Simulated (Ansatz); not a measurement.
## Run report: SnH$_{4}$SeO$_{2}$, geometry relaxation (part 1 of 2)

System: SnH$_{4}$SeO$_{2}$.
Method: RKS PBE0-D4/def2-SVP (Ansatz 0.2.0).

It belongs to a series of runs on one base structure; here: end point A relaxed. Figures and captions count atoms from 1; the log counts them from 0 in places.

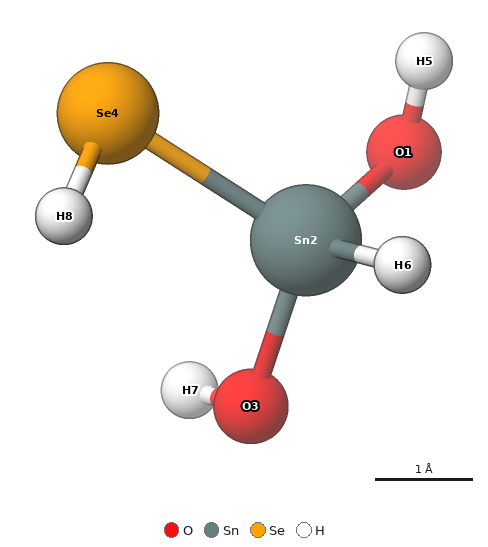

Figure 1. The structure as given in the input (ball-and-stick view, seen at a tilt; atoms are numbered from 1 in the order of the input). Sticks mark near contacts. Bond lengths as drawn: H–O 0.99 to 1.04 Å, H–Se 1.52 Å, H–Sn 1.76 Å, O–Sn 1.94 to 1.95 Å and Se–Sn 2.50 Å.

Input
```yaml
crystal:
  periodic: [false, false, false]
  atoms:
    - { symbol: O, position_ang: [-0.2778, 1.5396, -1.3146] }
    - { symbol: Sn, position_ang: [0.0057, 0.3598, 0.1953] }
    - { symbol: O, position_ang: [1.9132, -0.0379, 0.2918] }
    - { symbol: Se, position_ang: [-1.2136, -1.795, -0.1579] }
    - { symbol: H, position_ang: [-1.3105, 1.6556, -1.3854] }
    - { symbol: H, position_ang: [-0.5154, 1.1393, 1.6815] }
    - { symbol: H, position_ang: [2.1635, -0.559, -0.5102] }
    - { symbol: H, position_ang: [-0.6729, -2.3595, 1.1438] }
basis:
  gaussian: { orbitals: def2-SVP }
hamiltonian:
  xc: pbe0
  dispersion: d4
relax:
  f_tol: 0.02
  max_steps: 50
```

Run on 2 threads of AMD EPYC (Zen 4), 16 GiB of memory available, shared host.

Launch command:
```bash
ansatz run input.yaml --threads 2 --pin off --max-ram 3072MiB --backend cpu --events-out ev --progress --plain --runs-dir out
```

Output
```
The last accepted step is kept in [file] (removed where the run ends without a failure and the disk answers)
Engine: ansatz 0.2.0, x86_64-unknown-linux-gnu
Functional definition: PBE0
  parameter a = 0.25
  parameter kappa = 0.804
  parameter beta = 0.06672455060314922
  exchange = (1 - a)*pbe_x(kappa = kappa, mu = beta*pi^2/3) + a*exact_x
  correlation = pbe_c(beta = beta)
1196 factors; integrals over basis functions are off by at most 3.2e-4 eV
mean field evaluation 1: about -75309.4330 eV, gradient 6.8e1 eV
mean field evaluation 2: about -75277.7082 eV, gradient 1.4e2 eV
mean field evaluation 4: about -75317.8026 eV, gradient 5.3e0 eV
mean field evaluation 8: about -75317.8965 eV, gradient 1.3e-1 eV
mean field evaluation 16: about -75317.8966 eV, gradient 2.7e-5 eV
mean field -75317.89656563 eV, -2767.8816464829 hartree, gradient 2.7e-5 eV, S^2 0.000000; 0 other end points of the search recorded, 0 dependent functions left out
the calculation of the forces begins
reference -75317.89659428 eV, -2767.8816475357 hartree; 38, 38 occupied and 68, 68 virtual orbitals, 1196 factors
relax step   1: F+E_penalty+E_count = -75318.05360531 eV  Δ(F+E_penalty+E_count) = +0.000e0 eV  max|allowed force component| = 3.358e0 eV/Å  Δτ_max = 0.0000 Å  (27 SCF iters, accepted)
these checks for a lower state are left out or cut short: starts, cluster_reference, orbital_swaps, neighbouring_geometries, increment
1196 factors; integrals over basis functions are off by at most 3.6e-4 eV
mean field -75318.11966492 eV, -2767.8898452306 hartree, gradient 1.5e-5 eV, S^2 0.000000; 0 other end points of the search recorded, 0 dependent functions left out
[... from here on the field's lines of each further geometry are left out, up to the last ...]
relax step   2: F+E_penalty+E_count = -75318.27478204 eV  Δ(F+E_penalty+E_count) = -2.212e-1 eV  max|allowed force component| = 1.185e0 eV/Å  Δτ_max = 0.1937 Å  (30 SCF iters, accepted)
relax step   3: F+E_penalty+E_count = -75318.32063410 eV  Δ(F+E_penalty+E_count) = -4.585e-2 eV  max|allowed force component| = 5.107e-1 eV/Å  Δτ_max = 0.0955 Å  (32 SCF iters, accepted)
relax step   4: F+E_penalty+E_count = -75318.32713360 eV  Δ(F+E_penalty+E_count) = -6.499e-3 eV  max|allowed force component| = 1.340e-1 eV/Å  Δτ_max = 0.1437 Å  (30 SCF iters, accepted)
relax step   5: F+E_penalty+E_count = -75318.33394094 eV  Δ(F+E_penalty+E_count) = -6.807e-3 eV  max|allowed force component| = 2.186e-1 eV/Å  Δτ_max = 0.1170 Å  (30 SCF iters, accepted)
relax step   6: F+E_penalty+E_count = -75318.33605993 eV  Δ(F+E_penalty+E_count) = -2.119e-3 eV  max|allowed force component| = 1.811e-1 eV/Å  Δτ_max = 0.0391 Å  (31 SCF iters, accepted)
relax step   7: F+E_penalty+E_count = -75318.33173937 eV  Δ(F+E_penalty+E_count) = +4.321e-3 eV  max|allowed force component| = 6.749e-1 eV/Å  Δτ_max = 0.1952 Å  (30 SCF iters, rejected (line search))
relax step   8: F+E_penalty+E_count = -75318.34014108 eV  Δ(F+E_penalty+E_count) = -4.081e-3 eV  max|allowed force component| = 6.712e-2 eV/Å  Δτ_max = 0.0966 Å  (30 SCF iters, accepted)
relax step   9: F+E_penalty+E_count = -75318.34050972 eV  Δ(F+E_penalty+E_count) = -3.686e-4 eV  max|allowed force component| = 1.598e-1 eV/Å  Δτ_max = 0.0747 Å  (30 SCF iters, accepted)
relax step  10: F+E_penalty+E_count = -75318.34102469 eV  Δ(F+E_penalty+E_count) = -5.150e-4 eV  max|allowed force component| = 1.436e-1 eV/Å  Δτ_max = 0.0267 Å  (31 SCF iters, accepted)
relax step  11: F+E_penalty+E_count = -75318.34198518 eV  Δ(F+E_penalty+E_count) = -9.605e-4 eV  max|allowed force component| = 7.146e-2 eV/Å  Δτ_max = 0.0182 Å  (31 SCF iters, accepted)
relax step  12: F+E_penalty+E_count = -75318.34187970 eV  Δ(F+E_penalty+E_count) = +1.055e-4 eV  max|allowed force component| = 2.807e-2 eV/Å  Δτ_max = 0.0772 Å  (30 SCF iters, rejected (line search))
relax step  13: F+E_penalty+E_count = -75318.34226248 eV  Δ(F+E_penalty+E_count) = -2.773e-4 eV  max|allowed force component| = 1.222e-1 eV/Å  Δτ_max = 0.0377 Å  (32 SCF iters, accepted)
relax step  14: F+E_penalty+E_count = -75318.34136836 eV  Δ(F+E_penalty+E_count) = +8.941e-4 eV  max|allowed force component| = 3.117e-1 eV/Å  Δτ_max = 0.0686 Å  (31 SCF iters, rejected (line search))
relax step  15: F+E_penalty+E_count = -75318.34272906 eV  Δ(F+E_penalty+E_count) = -4.666e-4 eV  max|allowed force component| = 7.462e-3 eV/Å  Δτ_max = 0.0319 Å  (31 SCF iters, accepted)
relax step  16: F+E_penalty+E_count = -75318.34286442 eV  Δ(F+E_penalty+E_count) = -1.354e-4 eV  max|allowed force component| = 6.534e-2 eV/Å  Δτ_max = 0.0459 Å  (32 SCF iters, accepted)
relax step  17: F+E_penalty+E_count = -75318.34294132 eV  Δ(F+E_penalty+E_count) = -7.690e-5 eV  max|allowed force component| = 2.920e-2 eV/Å  Δτ_max = 0.0022 Å  (21 SCF iters, accepted)
the calculation of the forces begins
reference -75318.18779603 eV, -2767.8923490029 hartree; 38, 38 occupied and 68, 68 virtual orbitals, 1196 factors
relax step  18: F+E_penalty+E_count = -75318.34297964 eV  Δ(F+E_penalty+E_count) = -3.832e-5 eV  max|allowed force component| = 1.775e-2 eV/Å  Δτ_max = 0.0099 Å  (25 SCF iters, accepted)
```

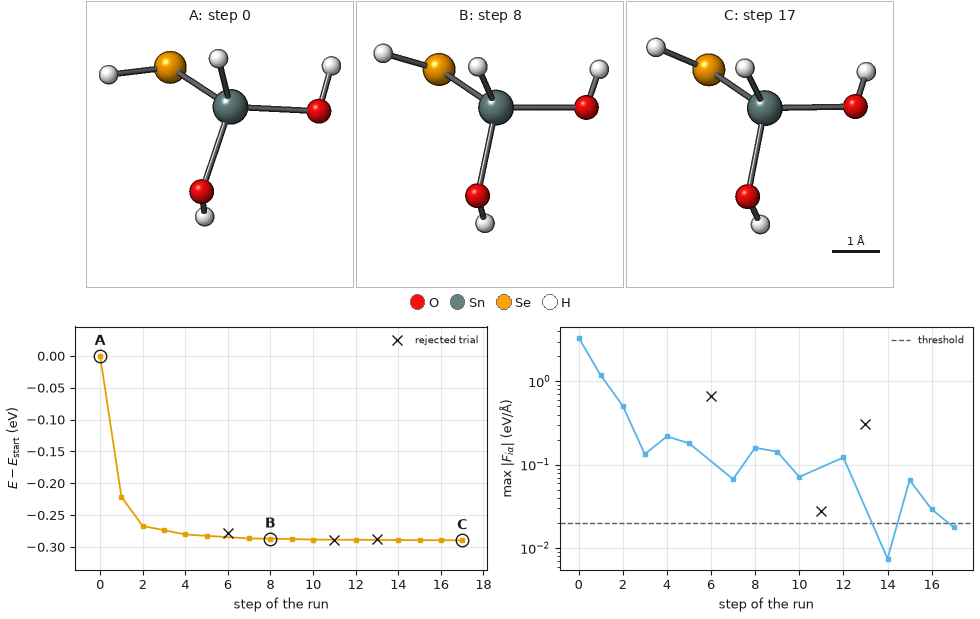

Figure 2. Frames of the relaxation (ball-and-stick view, seen at a tilt) above the curves, on which the letters mark them (the first geometry is step 0 here and step 1 in the log).

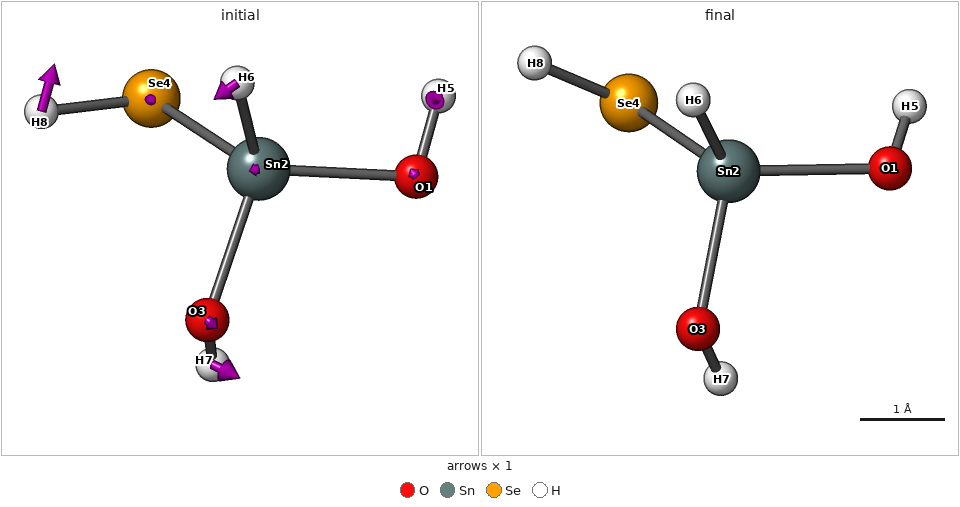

Figure 3. Before (left) and after (right) the relaxation, at one scale (ball-and-stick view, seen at a tilt). The pink arrows give the displacements, at true length. Over 17 geometry steps the energy falls by 0.289 eV. Largest force component: 3.4 eV/Å at the start, 0.018 eV/Å at the end. The line search rejected the trial steps at points 6, 11, 13 (counted from 0) and went back. The atom that moves furthest after the best rigid fit is H8 (0.60 Å). By element the largest moves are H 0.60 Å, O 0.18 Å, Sn 0.13 Å, Se 0.10 Å. Among the contacts that change: O1–H5 1.042 → 0.965 Å, Sn2–H6 1.757 → 1.706 Å, Se4–H8 1.518 → 1.472 Å, O1–Sn2 1.937 → 1.980 Å. Among the angles that change: Sn2–O1–H5 105.4° → 112.1°, O3–Sn2–Se4 107.9° → 113.5°, O3–Sn2–H6 109.8° → 104.7°. (Atoms are counted from 1 in the order of the input.)

```
1196 factors; integrals over basis functions are off by at most 3.6e-4 eV
mean field -75318.18776773 eV, -2767.8923479626 hartree, gradient 1.5e-5 eV, S^2 0.000000; 1 other end points of the search recorded, 0 dependent functions left out
the calculation of the forces begins
reference -75318.18779603 eV, -2767.8923490029 hartree; 38, 38 occupied and 68, 68 virtual orbitals, 1196 factors
Total energy: -75318.34300795 eV, -2767.8980529355 hartree
Atom 0 at    -0.355753     1.509584    -1.215423 Å, force    -0.002817     0.007268    -0.010869 eV/Å
Atom 1 at     0.055462     0.281891     0.282010 Å, force    -0.005995    -0.005310     0.017746 eV/Å
Atom 2 at     2.016930     0.096935     0.229383 Å, force     0.007158    -0.001113    -0.002558 eV/Å
Atom 3 at    -1.179744    -1.877955    -0.221949 Å, force     0.000559    -0.000419     0.000626 eV/Å
Atom 4 at    -1.257873     1.399273    -1.538464 Å, force    -0.000679     0.000858    -0.001911 eV/Å
Atom 5 at    -0.278335     0.919505     1.829203 Å, force     0.000753    -0.001944    -0.002049 eV/Å
Atom 6 at     2.334700    -0.191322    -0.634623 Å, force     0.002182     0.000437    -0.000077 eV/Å
Atom 7 at    -1.243188    -2.195012     1.214163 Å, force    -0.001161     0.000223    -0.000909 eV/Å
Dipole moment:    -0.354997    -0.157750     0.077981 e Å
```

Trajectory as extended XYZ (Å, eV, eV/Å), 18 frames, from step=1 to step=18
```
8
Properties=species:S:1:pos:R:3:forces:R:3 step=1 energy=-75318.05360
O    -0.2778    1.5396   -1.3146   -3.3580   0.8479  -1.0410
Sn    0.0057    0.3598    0.1953   -0.3268  -0.0562   1.7544
O     1.9132   -0.0379    0.2918    0.7757  -0.5860  -0.9527
Se   -1.2136   -1.7950   -0.1579    0.0133  -0.8170   0.5380
H    -1.3105    1.6556   -1.3854    3.0391  -0.1421  -0.0294
H    -0.5154    1.1393    1.6815    0.3287  -0.2353  -0.4448
H     2.1635   -0.5590   -0.5102   -0.1606   0.5688   0.9412
H    -0.6729   -2.3595    1.1438   -0.3115   0.4199  -0.7656
8
Properties=species:S:1:pos:R:3:forces:R:3 step=2 energy=-75318.27478
O    -0.3525    1.4649   -1.3364   -1.1481   0.1822   0.0264
Sn   -0.0226    0.3385    0.2699   -0.0690  -0.3210  -0.5814
O     1.9300    0.0289    0.3181   -0.0724  -0.2434  -0.3626
Se   -1.2891   -1.8622   -0.2117    0.4161   0.4441   0.3859
H    -1.3183    1.6534   -1.4435    1.1848  -0.2159   0.0912
H    -0.3257    1.1498    1.7188   -0.1332   0.0745   0.2757
H     2.2024   -0.5027   -0.4489   -0.0216   0.2031   0.2830
H    -0.7320   -2.3275    1.0781   -0.1566  -0.1238  -0.1182
8
Properties=species:S:1:pos:R:3:forces:R:3 step=3 energy=-75318.32063
O    -0.3417    1.4842   -1.3593   -0.5107   0.0147   0.1068
Sn   -0.0371    0.3378    0.2365    0.0953  -0.1335  -0.1475
O     1.9127    0.0192    0.2956   -0.0715  -0.0374  -0.1543
Se   -1.2547   -1.8707   -0.1499    0.0769   0.1161   0.0363
H    -1.2783    1.7399   -1.4499    0.5086  -0.1275   0.0232
H    -0.3820    1.1115    1.7121   -0.0504   0.0630   0.0778
H     2.2049   -0.4934   -0.4710   -0.0086   0.0722   0.0997
H    -0.7316   -2.3856    1.1301   -0.0397   0.0326  -0.0420
```
